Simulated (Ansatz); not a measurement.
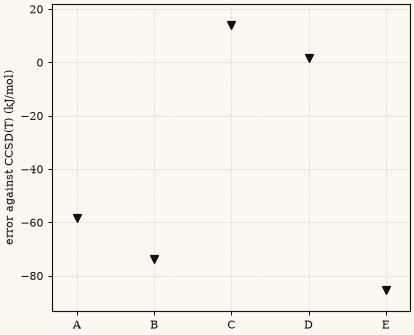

Error in the electronic atomisation energy (method less reference, so positive means overbinding) of Si₃N₂H₈, SMILES N[Si]N([SiH3])[SiH3]: functionals in def2-TZVPP against frozen-core CCSD(T) at the limit (MP2 extrapolated from triple and quadruple zeta, plus CCSD(T) less MP2 in a smaller set), which gives 4273.7 kJ/mol, at a PBE0-D4/def2-TZVP geometry (a minimum by its frequencies), no zero-point or spin-orbit term, the Ansatz code. The reference leaves out core correlation, a term that grows with the number of heavy atoms. PBE-QIDH holds a correlation term that converges slowly with the basis, so part of the distance to the limit is basis error. No dispersion term is added to LC-wPBE and PBE-QIDH. Limit means the basis limit.

> The letters stand for B97M-V, HSE06-D4, LC-wPBE, MP2 limit and PBE-QIDH. Which is which?

A: HSE06-D4 (−58.2 kJ/mol); B: LC-wPBE (−73.7 kJ/mol); C: MP2 limit (14.1 kJ/mol); D: B97M-V (1.6 kJ/mol); E: PBE-QIDH (−85.4 kJ/mol).

Caveats, for all or some of the runs: one conformer of a flexible molecule.
